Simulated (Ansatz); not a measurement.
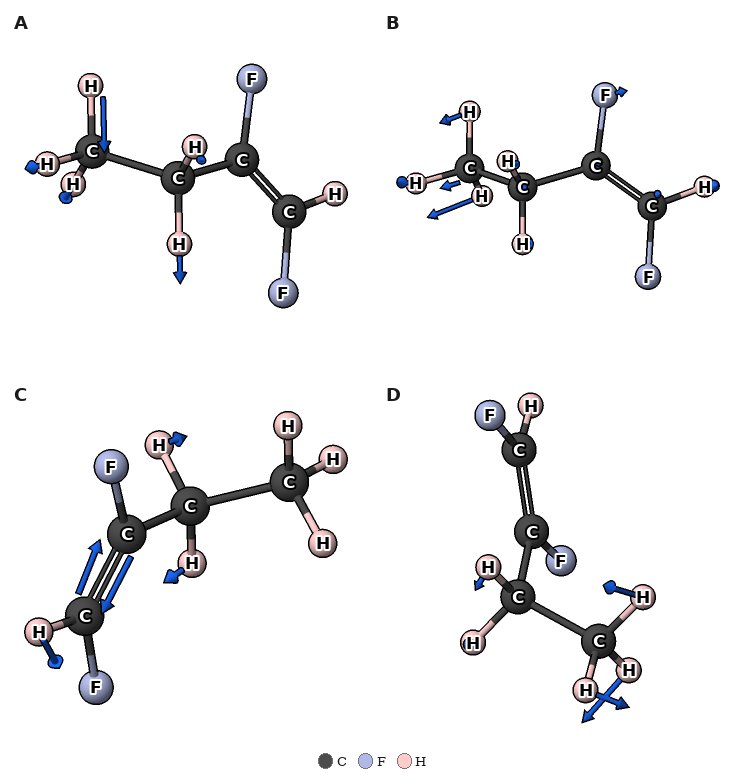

4 normal modes of one molecule or complex, as arrows. Harmonic vibrations computed with RKS PBE0-D4/def2-TZVP (Ansatz 0.2.0) at a stationary point of the same level.

Match the panels to the wavenumbers 231 cm⁻¹, 1501 cm⁻¹, 1798 cm⁻¹, 3145 cm⁻¹.

Answer. A: 3145 cm⁻¹, out-of-phase stretching of 3 C–H bonds
B: 231 cm⁻¹
C: 1798 cm⁻¹
D: 1501 cm⁻¹, H–C–H bending
